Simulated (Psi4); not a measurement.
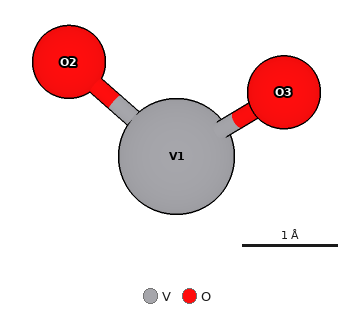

*The structure (ball-and-stick view, seen at a tilt; atoms are numbered from 1 in the order of the input). Sticks mark near contacts.*

VO2 (charge −1): energy and gradient calculation

- system: VO2, charge −1
- method: HF/def2-SVPD, RHF (Psi4 1.11)

The geometry is that of the parent species in another charge or spin state. The geometry comes from this level: GFN2-xTB.

### Log
```
Psi4 1.11 release

gradient() will perform analytic gradient computation.

   => Loading Basis Set <=

    Name: DEF2-SVPD
    Role: ORBITAL
    Keyword: BASIS

         ---------------------------------------------------------
                                   SCF
                              RHF Reference
                        1 Threads,   1525 MiB Core
         ---------------------------------------------------------

  ==> Geometry <==

    Molecular point group: c1
    Full point group: Cs

    Geometry (in Bohr), charge = -1, multiplicity = 1:

       Center              X                  Y                   Z               Mass
    ------------   -----------------  -----------------  -----------------  -----------------
         V           -0.004930032417    -0.638636093060    -0.000000000000    50.943957040000
         O           -2.352758829672     1.035343365798    -0.000000000000    15.994914619570
         O            2.368461030380     0.998718738494     0.000000000000    15.994914619570

  Running in c1 symmetry.

  Rotational constants: A =      1.11750  B =      0.33768  C =      0.25932 [cm^-1]
  Rotational constants: A =  33501.93479  B =  10123.44711  C =   7774.26008 [MHz]
  Nuclear repulsion =  141.180859244016830

  Charge       = -1
  Multiplicity = 1
  Electrons    = 40
  Nalpha       = 20
  Nbeta        = 20

  ==> Algorithm <==

  SCF Algorithm Type is PK.
  DIIS enabled.
  MOM disabled.
  Fractional occupation disabled.
  Guess Type is SAD.
  Energy threshold   = 1.00e-09
  Density threshold  = 1.00e-08
  Integral threshold = 1.00e-12

  ==> Primary Basis <==

  Basis Set: DEF2-SVPD
    Blend: DEF2-SVPD
    Number of shells: 30
    Number of basis functions: 80
    Number of Cartesian functions: 89
    Spherical Harmonics?: true
    Max angular momentum: 3

  ==> Integral Setup <==

  Using in-core PK algorithm.
   Calculation information:
      Number of atoms:                   3
      Number of AO shells:              30
      Number of primitives:             60
      Number of atomic orbitals:        89
      Number of basis functions:        80

      Integral cutoff                 1.00e-12
      Number of threads:                 1

  Performing in-core PK
  Using 10500840 doubles for integral storage.
  We computed 105943 shell quartets total.
  Whereas there are 108345 unique shell quartets.

  ==> DiskJK: Disk-Based J/K Matrices <==

    J tasked:                  Yes
    K tasked:                  Yes
    wK tasked:                  No
    Memory [MiB]:             1144
    Schwarz Cutoff:          1E-12

  Minimum eigenvalue in the overlap matrix is 1.2509195022E-03.
  Reciprocal condition number of the overlap matrix is 2.4795479121E-04.
    Using symmetric orthogonalization.

  ==> Pre-Iterations <==

  SCF Guess: Superposition of Atomic Densities via on-the-fly atomic UHF (no occupation information).

   -------------------------
    Irrep   Nso     Nmo
   -------------------------
     A         80      80
   -------------------------
    Total      80      80
   -------------------------

  ==> Iterations <==

                        Total Energy        Delta E     RMS |[F,P]|

   @RHF iter SAD: -1090.73508818664550   -1.09074e+03   0.00000e+00
   @RHF iter   1: -1091.84800700782853   -1.11292e+00   1.22633e-02 DIIS/ADIIS
   @RHF iter   2: -1091.63321983356946    2.14787e-01   1.56812e-02 DIIS/ADIIS
   @RHF iter   3: -1092.22891356987543   -5.95694e-01   1.89886e-03 DIIS/ADIIS
   @RHF iter   4: -1092.23863151836827   -9.71795e-03   6.31743e-04 DIIS/ADIIS
   @RHF iter   5: -1092.24158394698725   -2.95243e-03   3.22029e-04 DIIS/ADIIS
   @RHF iter   6: -1092.24309489163079   -1.51094e-03   2.74763e-04 DIIS/ADIIS
   @RHF iter   7: -1092.24560688566066   -2.51199e-03   2.50896e-04 DIIS/ADIIS
   @RHF iter   8: -1092.24983220504123   -4.22532e-03   1.91756e-04 DIIS/ADIIS
   @RHF iter   9: -1092.25283412364024   -3.00192e-03   9.99365e-05 DIIS
   @RHF iter  10: -1092.25388983754283   -1.05571e-03   1.30435e-04 DIIS/ADIIS
   @RHF iter  11: -1092.25392322849802   -3.33910e-05   4.19452e-05 DIIS
   @RHF iter  12: -1092.25398250223157   -5.92737e-05   2.60559e-05 DIIS
   @RHF iter  13: -1092.25399200234256   -9.50011e-06   2.25718e-05 DIIS
   @RHF iter  14: -1092.25399516850848   -3.16617e-06   2.77628e-06 DIIS
   @RHF iter  15: -1092.25399526275191   -9.42434e-08   2.24896e-06 DIIS
   @RHF iter  16: -1092.25399529969036   -3.69384e-08   4.82564e-07 DIIS
   @RHF iter  17: -1092.25399529749939    2.19097e-09   1.20617e-06 DIIS
   @RHF iter  18: -1092.25399530416075   -6.66137e-09   1.56158e-07 DIIS
   @RHF iter  19: -1092.25399530444088   -2.80124e-10   4.18884e-08 DIIS
   @RHF iter  20: -1092.25399530449226   -5.13865e-11   1.52898e-08 DIIS
   @RHF iter  21: -1092.25399530449658   -4.32010e-12   5.03368e-09 DIIS
  Energy and wave function converged.

  ==> Post-Iterations <==

    Orbital Energies [Eh]
    ---------------------

    Doubly Occupied:

       1A   -201.429389     2A    -23.828583     3A    -20.321165
       4A    -20.321148     5A    -19.985536     6A    -19.979192
       7A    -19.975513     8A     -3.083610     9A     -1.951800
      10A     -1.932301    11A     -1.892843    12A     -0.980748
      13A     -0.961409    14A     -0.362838    15A     -0.338812
      16A     -0.292528    17A     -0.284198    18A     -0.277939
      19A     -0.232204    20A     -0.074171

    Virtual:

      21A      0.183067    22A      0.198845    23A      0.215122
      24A      0.221144    25A      0.307694    26A      0.318487
      27A      0.340544    28A      0.383646    29A      0.393723
      30A      0.406799    31A      0.422458    32A      0.422767
      33A      0.427609    34A      0.449990    35A      0.480135
      36A      0.505312    37A      0.519182    38A      0.558196
      39A      0.665652    40A      0.710986    41A      0.753646
      42A      0.818602    43A      0.851302    44A      0.861200
      45A      0.924840    46A      0.927472    47A      0.987626
      48A      0.988889    49A      1.040533    50A      1.046781
      51A      1.302915    52A      1.321135    53A      1.382310
      54A      1.396718    55A      1.411744    56A      1.595820
      57A      1.760895    58A      1.764545    59A      1.797682
      60A      1.810916    61A      1.818994    62A      1.879297
      63A      2.049329    64A      2.614340    65A      2.617855
      66A      2.627252    67A      2.652590    68A      2.682070
      69A      2.958586    70A      3.011027    71A      3.402410
      72A      3.413466    73A      3.422688    74A      3.426523
      75A      3.569450    76A      3.635175    77A      3.688050
      78A      3.798669    79A      3.893342    80A      3.901383

    Final Occupation by Irrep:
              A
    DOCC [    20 ]
    NA   [    20 ]
    NB   [    20 ]

  @RHF Final Energy: -1092.25399530449658

   => Energetics <=

    Nuclear Repulsion Energy =            141.1808592440168297
    One-Electron Energy =               -1789.8578503629928491
    Two-Electron Energy =                 556.4229958144795773
    Total Energy =                      -1092.2539953044965841

Computation Completed

Properties will be evaluated at   0.000000,   0.000000,   0.000000 [a0]

Properties computed using the SCF density matrix

 Multipole Moments:

 ------------------------------------------------------------------------------------
     Multipole            Electronic (a.u.)      Nuclear  (a.u.)        Total (a.u.)
 ------------------------------------------------------------------------------------

 L = 1.  Multiply by 2.5417464519 to convert [e a0] to [Debye]
 Dipole X            :         -0.0194692            0.0122269           -0.0072423
 Dipole Y            :         -2.5441184            1.5838667           -0.9602517
 Dipole Z            :          0.0000004            0.0000000            0.0000004
 Magnitude           :                                                    0.9602791

 ------------------------------------------------------------------------------------
  Lowdin Charges: (a.u.)
   Center  Symbol    Alpha    Beta     Spin     Total
       1     V    11.08507 11.08507  0.00000  0.82985
       2     O     4.45748  4.45748  0.00000 -0.91495
       3     O     4.45745  4.45745  0.00000 -0.91490

  Total alpha = 20.00000, Total beta = 20.00000, Total charge = -1.00000

  Mayer Bond Indices:

  Irrep: 1 Size: 3 x 3

                 1                   2                   3

    1     0.00000000000000     1.19006216016787     1.19013913468801
    2     1.19006216016787     0.00000000000000     0.05582612753163
    3     1.19013913468801     0.05582612753163     0.00000000000000

  Atomic Valences:

 #  #
 Irrep: 1
      1:    2.380201294855883
      2:    1.245888287699504
      3:    1.245965262219648

	total time  =          2 seconds =       0.03 minutes

         ------------------------------------------------------------
                                   SCF GRAD
         ------------------------------------------------------------

  ==> Geometry <==

    Molecular point group: c1
    Full point group: Cs

    Geometry (in Bohr), charge = -1, multiplicity = 1:

       Center              X                  Y                   Z               Mass
    ------------   -----------------  -----------------  -----------------  -----------------
         V           -0.004930032417    -0.638636093060    -0.000000000000    50.943957040000
         O           -2.352758829672     1.035343365798    -0.000000000000    15.994914619570
         O            2.368461030380     0.998718738494     0.000000000000    15.994914619570

  Nuclear repulsion =  141.180859244016830

  ==> Basis Set <==

  Basis Set: DEF2-SVPD
    Blend: DEF2-SVPD
    Number of shells: 30
    Number of basis functions: 80
    Number of Cartesian functions: 89
    Spherical Harmonics?: true
    Max angular momentum: 3

  ==> DirectJKGrad: Integral-Direct SCF Gradients <==

    Gradient:                    1
    J tasked:                  Yes
    K tasked:                  Yes
    wK tasked:                  No
    Integrals threads:           1
    Schwarz Cutoff:          1E-12

  -Total Gradient:
     Atom            X                  Y                   Z
    ------   -----------------  -----------------  -----------------
       1        0.000866640552     0.104977510165    -0.000000010408
       2        0.082820875427    -0.053114868228     0.000000005111
       3       -0.083687515978    -0.051862641928     0.000000005296

	total time  =          2 seconds =       0.03 minutes

    Psi4 run time: 0:00:04.44
```

### File result.json
```
{
 "driver": "gradient",
 "model": {
  "method": "hf",
  "basis": "def2-SVPD"
 },
 "success": true,
 "return_result": [0.0008666405515267762, 0.10497751016461351, -1.0407641700489596e-08, 0.08282087542735084, -0.053114868227638404, 5.111469312343574e-09, -0.08368751597826216, -0.05186264192840409, 5.296172388143911e-09],
 "properties": {
  "calcinfo_nbasis": 80,
  "calcinfo_nmo": 80,
  "calcinfo_nalpha": 20,
  "calcinfo_nbeta": 20,
  "calcinfo_natom": 3,
  "nuclear_repulsion_energy": 141.18085924401683,
  "return_energy": -1092.2539953044966,
  "return_gradient": [0.0008666405515267762, 0.10497751016461351, -1.0407641700489596e-08, 0.08282087542735084, -0.053114868227638404, 5.111469312343574e-09, -0.08368751597826216, -0.05186264192840409, 5.296172388143911e-09],
  "scf_one_electron_energy": -1789.8578503629928,
  "scf_two_electron_energy": 556.4229958144796,
  "scf_dipole_moment": [-0.007242305907656288, -0.9602517488539726, 3.5764095519661386e-07],
  "scf_total_energy": -1092.2539953044966,
  "scf_total_gradient": [0.0008666405515267762, 0.10497751016461351, -1.0407641700489596e-08, 0.08282087542735084, -0.053114868227638404, 5.111469312343574e-09, -0.08368751597826216, -0.05186264192840409, 5.296172388143911e-09],
  "scf_iterations": 21
 }
}
```

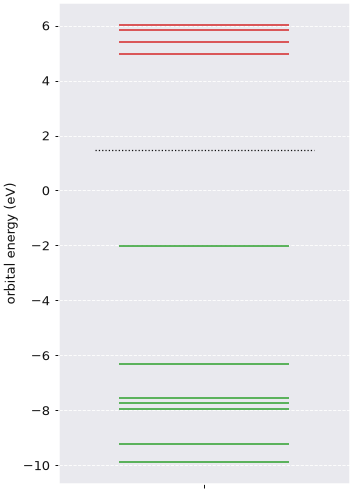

*Orbital energies near the frontier; the dotted line parts filled from empty levels, and levels within 0.02 eV of each other stand side by side.*

Highest filled −2.02 eV, lowest empty 4.98 eV, 7.00 eV apart.

The run was set up as follows.

### The input (job.json)
```
{
 "schema_name": "qcschema_input",
 "schema_version": 1,
 "molecule": {
  "schema_name": "qcschema_molecule",
  "schema_version": 2,
  "symbols": ["V", "O", "O"],
  "geometry": [0.00833369, -0.01086593, -1.10373234, 2.35609163, -0.03530008, 0.57016817, -2.36442533, 0.04616601, 0.53354527],
  "molecular_charge": -1,
  "molecular_multiplicity": 1,
  "fix_symmetry": "c1"
 },
 "driver": "gradient",
 "model": {
  "method": "hf",
  "basis": "def2-SVPD"
 },
 "keywords": {
  "puream": true,
  "e_convergence": 1e-09,
  "d_convergence": 1e-08,
  "scf_type": "pk",
  "scf_properties": ["DIPOLE", "LOWDIN_CHARGES", "MAYER_INDICES"]
 }
}
```

Launch command:
```bash
psi4 --qcschema job.json -n 1 --memory 1600MB
```

### Key numbers

| quantity | value |
| --- | --- |
| outcome | converged |
| total energy | −1092.253995 hartree |
| basis functions | 80 |
| largest force | 5.398 eV/Å |
| HOMO | −2.02 eV |
| LUMO | 4.98 eV |
| hardware | 1 thread of Intel Xeon @ 2.80GHz (Skylake/Cascade Lake), 24 GiB of memory available, shared host |
| wall time | 5.7 s |
| peak memory | 0.28 GiB |
